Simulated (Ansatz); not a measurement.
## LuSc3: relaxing a made-up structure

This structure for LuSc3 is made up. Its elements were placed in a known structure type with a cell scaled to their sizes. What cell does the guess relax to, and how far off was it?

Main program and level: Ansatz 0.2.0; DFT, PBE, plane-wave PAW, files of the set soft_1, scalar-relativistic, no spin, cell and ions relaxed at zero pressure; PAW set soft_1, in the first sound run; inputs show where later runs differ.

## (1) The starting structure

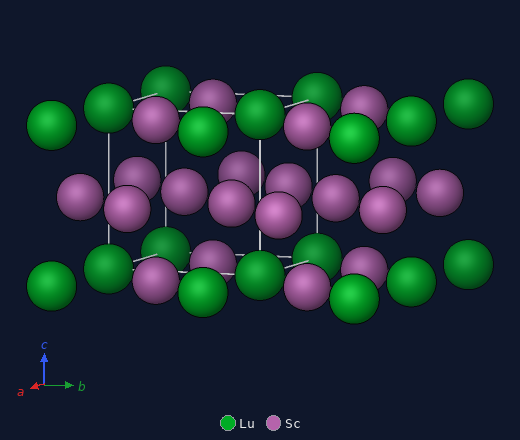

The starting structure, seen slightly off an axis (lutetium green, scandium purple). 2×2×1 cells are drawn. Some periodic images of atoms are drawn too.

## (2) Relaxation of the guess

The guessed cell has no reason to be at equilibrium. It is relaxed with the atoms, within the space group of the guess.

The input, input.yaml:

```yaml
crystal:
  lattice:
    - [4.493, 0.0, 0.0]
    - [0.0, 4.493, 0.0]
    - [0.0, 0.0, 4.493]
  atoms:
    - { symbol: Lu, position: [0.0, 0.0, 0.0] }
    - { symbol: Sc, position: [0.5, 0.0, 0.5] }
    - { symbol: Sc, position: [0.5, 0.5, 0.0] }
    - { symbol: Sc, position: [0.0, 0.5, 0.5] }
kpoints:
  mp_grid: { grid: [6, 6, 6] }
scf:
  occupations: { method: fermi_dirac, width: 0.05 }
hamiltonian:
  xc: pbe
  pseudopotentials: { kind: paw, azcp: { folder: soft_1 } }
relax:
  f_tol: 0.015
  max_steps: 70
  cell: {}
output:
  forces: true
  stress: true
```

On the command line:

```sh
$ ansatz run input.yaml --threads 4 --pin off --max-ram 8192MiB --backend cpu --events-out ev --progress --plain --runs-dir out
```

Numbers of over 12 decimals in the logs are rounded to 6 here.

What it wrote:

```text
Engine: ansatz 0.2.0, aarch64-unknown-linux-gnu
Pseudopotentials: kind: paw
Pseudopotential: Lu, paw, valence charge 25, recommended cutoff 420 eV (normal), soft_1/Lu.paw.azcp
Pseudopotential: Sc, paw, valence charge 11, recommended cutoff 420 eV (normal), soft_1/Sc.paw.azcp
Functional definition: PBE
  parameter kappa = 0.804
  parameter beta = 0.066725
  exchange = pbe_x(kappa = kappa, mu = beta*pi^2/3)
  correlation = pbe_c(beta = beta)
Crystal: 4 atoms, lattice volume = 90.700 Å³
Basis set: ecut = 420 eV, 1791 PW (Γ), exchange–correlation on 64×64×64 points (8 copies of the dense FFT grid, shifted against one another)
Bands: 35, of which v1, the nominal top of the filled ones, is band 29 counted from 1 (28 counted from 0)
Symmetry: 48 space group operations
Space group: Pm-3m (ITA 221), of the structure as read, at distance tolerance 4.5e-5 Å
k-points: 20 of 216
Non-local potential: Lu, projectors of the file, l = 0: 3, l = 1: 2, l = 2: 2, l = 3: 3
Non-local potential: Sc, projectors of the file, l = 0: 3, l = 1: 2, l = 2: 3, l = 3: 1
PAW form: soft (Blöchl's): semilocal exchange-correlation on the pseudo side does not see the compensation charge
PAW one-centre angular grid: Lu, 590 points (default); XC on 64 Gauss nodes
PAW one-centre angular grid: Sc, 590 points (default); XC on 64 Gauss nodes
Initial density: superposition of atomic densities (chi_scale 0.1, normalization cell, long waves kept (reshape's long-wave potential 0.00 eV rms))
Initial wavefunctions: pseudopotential atomic-orbital guess
Functional: x = pbe(κ = 0.804, μ = 0.219515), c = pbe(β = 0.066725)
SCF iter   1: F=—  HF=-21140.262659 eV  |F-HF|=—  |Δ(HF+E_count)|=         —  Δρ=2.14e-2  dr2=5.21e-1  ethr=3.10e-3  ⟨swp⟩=5.4  Hψ=2727  notcnv=0
preconditioner: auto → Kerker (q_TF=auto, 2.532 Å⁻¹)  [metal: Δε(μ)=0.023 eV  Ē_g=3.893 eV  σ=0.050 eV  W_gap=0.12  n_scr=26 (ndim 8)  ℏωp=19.9 eV  f_vac=0.000  D(μ)=5.76/eV (n_scr^D=56)]
SCF iter   2: F=—  HF=-21140.122034 eV  |F-HF|=—  |Δ(HF+E_count)|=   1.41e-1  Δρ=1.05e-2  dr2=1.34e-1  ethr=8.98e-4  ⟨swp⟩=3.8  Hψ=1536  notcnv=0  defer=3
SCF iter   3: F=—  HF=-21140.088602 eV  |F-HF|=—  |Δ(HF+E_count)|=   3.34e-2  Δρ=3.49e-3  dr2=1.05e-2  ethr=2.31e-4  ⟨swp⟩=3.8  Hψ=1446  notcnv=0  defer=3
SCF iter   4: F=—  HF=-21140.093154 eV  |F-HF|=—  |Δ(HF+E_count)|=   4.55e-3  Δρ=1.80e-3  dr2=2.59e-3  ethr=1.81e-5  ⟨swp⟩=3.0  Hψ=1831  notcnv=0  defer=3
SCF iter   5: F=—  HF=-21140.088108 eV  |F-HF|=—  |Δ(HF+E_count)|=   5.05e-3  Δρ=4.52e-4  dr2=1.65e-4  ethr=4.47e-6  ⟨swp⟩=3.1  Hψ=1545  notcnv=0  defer=3
SCF iter   6: F=—  HF=-21140.088077 eV  |F-HF|=—  |Δ(HF+E_count)|=   3.14e-5  Δρ=1.43e-4  dr2=1.72e-5  ethr=2.84e-7  ⟨swp⟩=2.8  Hψ=1578  notcnv=0  defer=3
SCF iter   7: F=—  HF=-21140.088065 eV  |F-HF|=—  |Δ(HF+E_count)|=   1.16e-5  Δρ=3.92e-5  dr2=1.45e-6  ethr=2.97e-8  ⟨swp⟩=3.0  Hψ=1537  notcnv=0  defer=3
SCF iter   8: F=—  HF=-21140.087942 eV  |F-HF|=—  |Δ(HF+E_count)|=   1.23e-4  Δρ=2.09e-5  dr2=3.79e-7  ethr=2.49e-9  ⟨swp⟩=3.1  Hψ=1665  notcnv=0  defer=3
SCF iter   9: F=-21140.087941 eV  HF=-21140.087941 eV  |F-HF|=2.36e-8  |Δ(HF+E_count)|=   6.50e-7  Δρ=4.09e-6  dr2=2.32e-8  ethr=1.72e-10  ⟨swp⟩=6.7  Hψ=3789  notcnv=0
SCF 1 converged in 9 iterations: F = -21140.087941 eV  dr2 = 2.32e-8
  greatest PAW one-centre occupation: 0.998 electrons in one spin orbital (limit 2), on the Sc atom at site 3 (counted from 0), in its partial waves of l = 0
relax step   1: F+E_penalty+E_count = -21140.08794112 eV  Δ(F+E_penalty+E_count) = +0.000e0 eV  max|allowed force component| = 2.685e-29 eV/Å  Δτ_max = 0.0000 Å  P = +7.498 GPa  Ω = 90.700 Å³  (9 SCF iters, dr2 threshold 1.00e-7 eV, accepted)
Crystal: 4 atoms, lattice volume = 104.623 Å³
Basis set: ecut = 420 eV, 2007 PW (Γ), exchange–correlation on 64×64×64 points (8 copies of the dense FFT grid, shifted against one another)
Initial density: handed on by an earlier stage of this run
Initial wavefunctions: those handed on with the density
iter 1 solved again at ethr=1.90e-5 eV; its pass at ethr=3.10e-3 eV (dr2=1.10e-2 eV) is discarded
SCF iter   1: F=—  HF=-21140.346505 eV  |F-HF|=—  |Δ(HF+E_count)|=         —  Δρ=3.78e-3  dr2=9.42e-3  ethr=1.90e-5  ⟨swp⟩=3.0  Hψ=6498  notcnv=0
preconditioner: auto → Kerker (q_TF=auto, 2.473 Å⁻¹)  [metal: Δε(μ)=0.041 eV  Ē_g=4.175 eV  σ=0.050 eV  W_gap=0.20  n_scr=26 (ndim 8)  ℏωp=18.5 eV  f_vac=0.000  D(μ)=7.34/eV (n_scr^D=80)]
SCF iter   2: F=—  HF=-21140.343414 eV  |F-HF|=—  |Δ(HF+E_count)|=   3.09e-3  Δρ=9.79e-4  dr2=1.73e-3  ethr=1.62e-5  ⟨swp⟩=3.0  Hψ=1537  notcnv=0
SCF iter   3: F=—  HF=-21140.342232 eV  |F-HF|=—  |Δ(HF+E_count)|=   1.18e-3  Δρ=1.15e-3  dr2=8.93e-4  ethr=2.98e-6  ⟨swp⟩=3.0  Hψ=1689  notcnv=0  defer=1
SCF iter   4: F=—  HF=-21140.342026 eV  |F-HF|=—  |Δ(HF+E_count)|=   2.07e-4  Δρ=4.10e-4  dr2=1.58e-4  ethr=1.54e-6  ⟨swp⟩=2.8  Hψ=1380  notcnv=0  defer=1
SCF iter   5: F=—  HF=-21140.341933 eV  |F-HF|=—  |Δ(HF+E_count)|=   9.25e-5  Δρ=1.27e-4  dr2=1.79e-5  ethr=2.72e-7  ⟨swp⟩=3.0  Hψ=1690  notcnv=0  defer=1
SCF iter   6: F=—  HF=-21140.341934 eV  |F-HF|=—  |Δ(HF+E_count)|=   9.68e-7  Δρ=2.21e-5  dr2=6.71e-7  ethr=3.09e-8  ⟨swp⟩=3.0  Hψ=1764  notcnv=0  defer=1
SCF iter   7: F=-21140.341934 eV  HF=-21140.341934 eV  |F-HF|=3.05e-8  |Δ(HF+E_count)|=   1.63e-7  Δρ=9.82e-6  dr2=6.87e-8  ethr=6.90e-10  ⟨swp⟩=6.7  Hψ=3637  notcnv=0
SCF 2 converged in 7 iterations: F = -21140.341934 eV  dr2 = 6.87e-8
relax step   2: F+E_penalty+E_count = -21140.34193419 eV  Δ(F+E_penalty+E_count) = -2.540e-1 eV  max|allowed force component| = 7.116e-30 eV/Å  Δτ_max = 0.0000 Å  P = -0.806 GPa  Ω = 104.623 Å³  energy of the carried Pulay correction = -1.837e-3 eV  (7 SCF iters, dr2 threshold 4.00e-7 eV, accepted)
Crystal: 4 atoms, lattice volume = 103.088 Å³
iter 1 solved again at ethr=7.68e-7 eV; its pass at ethr=3.10e-3 eV (dr2=4.46e-4 eV) is discarded
SCF iter   1: F=—  HF=-21140.346670 eV  |F-HF|=—  |Δ(HF+E_count)|=         —  Δρ=3.25e-4  dr2=7.25e-5  ethr=7.68e-7  ⟨swp⟩=3.1  Hψ=5217  notcnv=0
preconditioner: auto → Kerker (q_TF=auto, 2.479 Å⁻¹)  [metal: Δε(μ)=0.033 eV  Ē_g=4.075 eV  σ=0.050 eV  W_gap=0.16  n_scr=26 (ndim 8)  ℏωp=18.6 eV  f_vac=0.000  D(μ)=7.16/eV (n_scr^D=80)]
SCF iter   2: F=—  HF=-21140.346532 eV  |F-HF|=—  |Δ(HF+E_count)|=   1.38e-4  Δρ=9.40e-5  dr2=1.63e-5  ethr=1.25e-7  ⟨swp⟩=3.0  Hψ=1438  notcnv=0
SCF iter   3: F=—  HF=-21140.346523 eV  |F-HF|=—  |Δ(HF+E_count)|=   8.76e-6  Δρ=9.88e-5  dr2=6.82e-6  ethr=2.81e-8  ⟨swp⟩=3.0  Hψ=1555  notcnv=0
SCF iter   4: F=—  HF=-21140.346522 eV  |F-HF|=—  |Δ(HF+E_count)|=   1.56e-6  Δρ=4.12e-5  dr2=1.49e-6  ethr=1.18e-8  ⟨swp⟩=2.6  Hψ=1391  notcnv=0
SCF iter   5: F=-21140.346522 eV  HF=-21140.346522 eV  |F-HF|=4.11e-8  |Δ(HF+E_count)|=   1.79e-7  Δρ=1.25e-5  dr2=1.43e-7  ethr=6.90e-10  ⟨swp⟩=5.0  Hψ=4423  notcnv=0
SCF 3 converged in 5 iterations: F = -21140.346522 eV  dr2 = 1.43e-7
relax step   3: F+E_penalty+E_count = -21140.34652171 eV  Δ(F+E_penalty+E_count) = -4.588e-3 eV  max|allowed force component| = 4.914e-30 eV/Å  Δτ_max = 0.0000 Å  P = -0.106 GPa  Ω = 103.088 Å³  energy of the carried Pulay correction = -1.647e-3 eV  (5 SCF iters, dr2 threshold 4.00e-7 eV, accepted)
Crystal: 4 atoms, lattice volume = 102.872 Å³
iter 1 solved again at ethr=1.21e-8 eV; its pass at ethr=3.10e-3 eV (dr2=7.03e-6 eV) is discarded
SCF iter   1: F=—  HF=-21140.346745 eV  |F-HF|=—  |Δ(HF+E_count)|=         —  Δρ=5.54e-5  dr2=2.12e-6  ethr=1.21e-8  ⟨swp⟩=3.8  Hψ=4927  notcnv=0
preconditioner: auto → Kerker (q_TF=auto, 2.480 Å⁻¹)  [metal: Δε(μ)=0.030 eV  Ē_g=4.080 eV  σ=0.050 eV  W_gap=0.15  n_scr=26 (ndim 8)  ℏωp=18.7 eV  f_vac=0.000  D(μ)=7.15/eV (n_scr^D=80)]
SCF iter   2: F=—  HF=-21140.346623 eV  |F-HF|=—  |Δ(HF+E_count)|=   1.23e-4  Δρ=2.15e-5  dr2=6.71e-7  ethr=3.65e-9  ⟨swp⟩=3.0  Hψ=1556  notcnv=0
SCF iter   3: F=—  HF=-21140.346622 eV  |F-HF|=—  |Δ(HF+E_count)|=   1.69e-7  Δρ=1.96e-5  dr2=2.44e-7  ethr=1.16e-9  ⟨swp⟩=3.0  Hψ=1372  notcnv=0
SCF iter   4: F=—  HF=-21140.346622 eV  |F-HF|=—  |Δ(HF+E_count)|=   3.87e-8  Δρ=6.13e-6  dr2=3.38e-8  ethr=4.21e-10  ⟨swp⟩=3.1  Hψ=1580  notcnv=0
SCF iter   5: F=-21140.346622 eV  HF=-21140.346622 eV  |F-HF|=5.38e-10  |Δ(HF+E_count)|=   4.50e-9  Δρ=1.81e-6  dr2=3.47e-9  ethr=4.83e-11  ⟨swp⟩=6.0  Hψ=3330  notcnv=0
SCF 4 converged in 5 iterations: F = -21140.346622 eV  dr2 = 3.47e-9
  greatest PAW one-centre occupation: 0.998 electrons in one spin orbital (limit 2), on the Sc atom at site 1 (counted from 0), in its partial waves of l = 0
relax step   4: F+E_penalty+E_count = -21140.34662233 eV  Δ(F+E_penalty+E_count) = -1.006e-4 eV  max|allowed force component| = 1.275e-29 eV/Å  Δτ_max = 0.0000 Å  P = -0.004 GPa  Ω = 102.872 Å³  energy of the carried Pulay correction = -1.620e-3 eV  (5 SCF iters, dr2 threshold 2.80e-8 eV, accepted)
Initial wavefunctions: pseudopotential atomic-orbital guess (no wavefunctions were taken with the density)
iter 1 solved again at ethr=6.68e-8 eV; its pass at ethr=3.10e-3 eV (dr2=3.87e-5 eV) is discarded
SCF iter   1: F=—  HF=-21140.348493 eV  |F-HF|=—  |Δ(HF+E_count)|=         —  Δρ=2.15e-4  dr2=3.15e-6  ethr=6.68e-8  ⟨swp⟩=5.7  Hψ=5703  notcnv=0
preconditioner: auto → Kerker (q_TF=auto, 2.480 Å⁻¹)  [metal: Δε(μ)=0.029 eV  Ē_g=4.081 eV  σ=0.050 eV  W_gap=0.15  n_scr=26 (ndim 8)  ℏωp=18.7 eV  f_vac=0.000  D(μ)=7.15/eV (n_scr^D=80)]
SCF iter   2: F=—  HF=-21140.348451 eV  |F-HF|=—  |Δ(HF+E_count)|=   4.20e-5  Δρ=1.25e-4  dr2=4.73e-6  ethr=5.43e-9  ⟨swp⟩=3.0  Hψ=1661  notcnv=0
SCF iter   3: F=—  HF=-21140.348460 eV  |F-HF|=—  |Δ(HF+E_count)|=   9.26e-6  Δρ=8.59e-5  dr2=7.92e-7  ethr=5.43e-9  ⟨swp⟩=3.0  Hψ=1426  notcnv=0
SCF iter   4: F=—  HF=-21140.348475 eV  |F-HF|=—  |Δ(HF+E_count)|=   1.49e-5  Δρ=1.18e-5  dr2=1.67e-8  ethr=1.37e-9  ⟨swp⟩=2.0  Hψ=1284  notcnv=0
SCF iter   5: F=—  HF=-21140.348475 eV  |F-HF|=—  |Δ(HF+E_count)|=   2.10e-7  Δρ=2.68e-6  dr2=3.25e-9  ethr=2.88e-11  ⟨swp⟩=3.0  Hψ=1795  notcnv=0
SCF iter   6: F=—  HF=-21140.348475 eV  |F-HF|=—  |Δ(HF+E_count)|=   4.35e-9  Δρ=5.08e-7  dr2=1.76e-10  ethr=5.61e-12  ⟨swp⟩=2.0  Hψ=1289  notcnv=0
SCF iter   7: F=—  HF=-21140.348475 eV  |F-HF|=—  |Δ(HF+E_count)|=  3.60e-10  Δρ=1.79e-7  dr2=1.95e-11  ethr=1.00e-12  ⟨swp⟩=7.3  Hψ=3885  notcnv=0
SCF iter   8: F=-21140.348475 eV  HF=-21140.348475 eV  |F-HF|=3.64e-12  |Δ(HF+E_count)|=  4.73e-11  Δρ=3.73e-8  dr2=1.19e-12  ethr=1.00e-12  ⟨swp⟩=5.0  Hψ=2917  notcnv=0
SCF 5 converged in 8 iterations: F = -21140.348475 eV  dr2 = 1.19e-12
  greatest PAW one-centre occupation: 0.998 electrons in one spin orbital (limit 2), on the Sc atom at site 2 (counted from 0), in its partial waves of l = 0
relax step   5: F+E_penalty+E_count = -21140.34847509 eV  Δ(F+E_penalty+E_count) = -1.853e-3 eV  max|allowed force component| = 1.224e-29 eV/Å  Δτ_max = 0.0000 Å  P = +0.004 GPa  Ω = 102.872 Å³  stress off target by 3.67e-3 GPa  SCF on the basis re-selected at this cell (its energy is not comparable with the rows above)  (8 SCF iters)
basis re-selected at this cell: Δ(F+E_penalty+E_count) = -1.853e-3 eV, ΔP = +0.007 GPa vs the last step (what re-selecting the basis moved, of the pressure what is left beyond the Pulay correction that the steps carried, after the strain that the cell walked since its last selection, with what the two solves' SCF thresholds leave and, on support functions, any second-order correction that the steps lacked; it is no m [...]
SCF converged after 8 iterations
Free energy (F): -21140.348475 eV
Harris-Foulkes:  -21140.348475 eV  (|F-HF|=3.64e-12)
Internal energy: -21140.289011 eV  (E = F + TS)
E sigma→0 (E₀):  -21140.318743 eV
Entropy (-TS):   -0.059464 eV (-14.866 meV/atom)
Fermi energy:    10.472262 eV
--- Per-component energies (eV) ---
  E_band       = -549.374295
  E_kinetic    = 1036.490691
  E_local      = -10106.204120  (includes V_loc(G=0)·N_el)
  E_nonlocal   = 1109.815390
  E_hartree    = 4108.366624
  E_xc         = -462.926924
  E_vxc        = -566.045974  (∫ρ·V_xc dr)
  E_paw        = -10391.667077  (= ΣΔE_a)
  E_vpaw       = -240.163748  (= ΣTr[D̂ρ^β])
  E_aug_tail   = 0.000117  (compensation charges beyond the density's cutoff)
  E_ewald      = -6434.163711
  E_smearing   = -0.059464  (= −TS)
  E_closure    = -0.000000  (closes the sum)
  Σ components = -21140.348475   (vs F -21140.348475, Δ=0.00e0)
--- Forces (eV/Å), atoms counted from 1 ---
  atom   1  Lu     0.00000000    -0.00000000    -0.00000000
  atom   2  Sc    -0.00000000    -0.00000000    -0.00000000
  atom   3  Sc     0.00000000     0.00000000    -0.00000000
  atom   4  Sc     0.00000000    -0.00000000     0.00000000
  max |Σ_I F_I| component: 1.41e-29 eV/Å
--- Stress (GPa, compression-positive) ---
        0.003674       0.000000      -0.000000
        0.000000       0.003674       0.000000
       -0.000000       0.000000       0.003674
  P = ⅓ Tr σ = 0.0037 GPa (0.037 kbar)
--- Relaxed structure (4 steps of the walk, 4 accepted, 1 SCFs on fresh bases) ---
  F+E_penalty+E_count = -21140.34847509 eV   max|allowed force component| = 1.224e-29 eV/Å   (the final SCF, on the basis selected at the relaxed cell)
  cell:  # Å, volume = 102.8722 Å³
    - [4.685608, 0, 0]
    - [0, 4.685608, 0.0]
    - [0, 0.0, 4.685608]
  atoms:
    - { symbol: Lu, position: [0, 0, 0] }
    - { symbol: Sc, position: [0.5, 0, 0.5] }
    - { symbol: Sc, position: [0.5, 0.5, 0] }
    - { symbol: Sc, position: [0, 0.5, 0.5] }
```

Wall time 5.1 s (4 threads of Arm Neoverse V2, shared host); peak memory 0.45 GiB; 19 s of CPU time.

Step by step:

| step | energy less that of the first step (eV) | largest force component (eV/Å) | pressure (GPa) | volume (Å³) |
| --- | --- | --- | --- | --- |
| 1 | 0.0000 | 0.0000 | 7.50 | 90.70 |
| 2 | -0.2540 | 0.0000 | -0.81 | 104.62 |
| 3 | -0.2586 | 0.0000 | -0.11 | 103.09 |
| 4 | -0.2587 | 0.0000 | 0.00 | 102.87 |
| 5* | -0.2605 | 0.0000 | 0.00 | 102.87 |

Relaxation steps marked * repeat the geometry before them on a plane-wave basis chosen anew for their cell, so energy and pressure can jump there.

The run keeps the 48 symmetry operations that it works with, so distortions that break them were not tested.

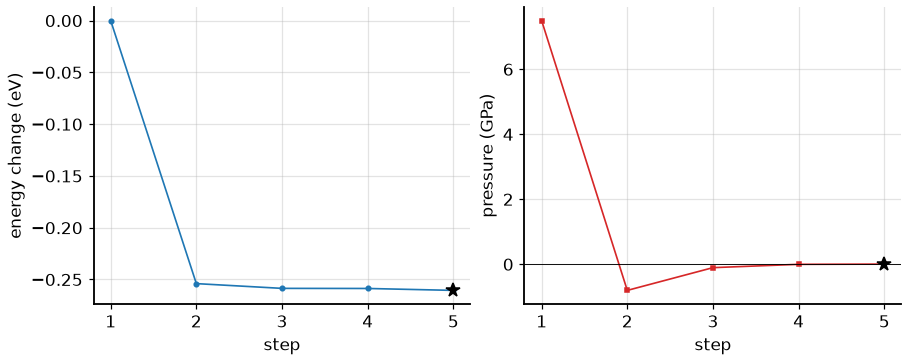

Energy and pressure along the relaxation. Stars mark steps on a basis chosen anew.

| conventional cell, symmetrised | before | after | change |
| --- | --- | --- | --- |
| a (Å) | 4.493 | 4.686 | +4.3 % |
| b (Å) | 4.493 | 4.686 | +4.3 % |
| c (Å) | 4.493 | 4.686 | +4.3 % |
| volume (Å³/atom) | 22.68 | 25.72 | +13.4 % |

This step gave:

```yaml
free_energy: -21140.3485 eV
energy_at_zero_smearing: -21140.3187 eV
smearing_term_ts: 0.05946 eV
fermi_energy: 10.47 eV
electrons: 58
symmetry_operations: 48
pressure: 0.003674 GPa
```

The shortest distance of each pair, which need not be the same contact before and after:

| pair | guess (Å) | relaxed (Å) |
| --- | --- | --- |
| Lu–Sc | 3.177 | 3.313 |
| Sc–Sc | 3.177 | 3.313 |
| Lu–Lu | 4.493 | 4.686 |

The relaxation ends with a pressure of 0.00 GPa.

(Continued in part 2 of 2.)

[Logs are printed without paths, hosts, clocks, repeated set-up lines and the standing remarks that a program may print on its own settings, such as how far it seeks lower states.]

[Hosts, paths, dates, database ids (printed as entryN), source tags and the programs' standing remarks are cut or masked in the printed files.]
